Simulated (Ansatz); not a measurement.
TaN: pressure series

The parent structure is TaN in the rock salt structure (space group Fm-3m, No. 225; a = 4.3746 Å).

Cell and atoms are relaxed at each pressure.

Method: DFT with PBEsol, PAW potentials and a 420 eV plane-wave cutoff in Ansatz (a quantum-chemistry and plane-wave program), no SOC, earlier PAW set.

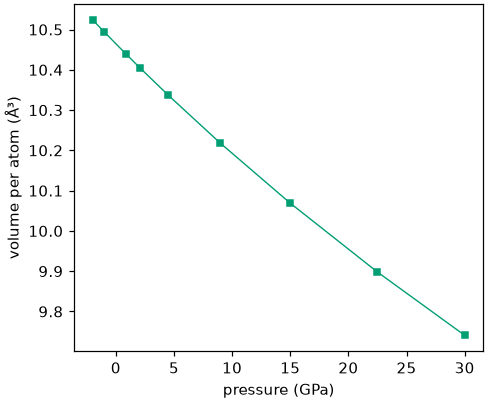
*Volume against pressure*

**Question.** Estimate the zero-pressure bulk modulus from the plot.

**Answer.** About 360 GPa; a third-order Birch–Murnaghan fit to the points gives V₀ = 10.46 Å³/atom, B₀ = 357 GPa and B₀′ = 4.4.

Load acts through the strain it causes; cell and atoms are relaxed under it. Whether these cells are dynamically stable was not tested. No other phases were tried under pressure. The final runs are not spin-polarised. This is not the structure that TaN has at room temperature and ambient pressure.
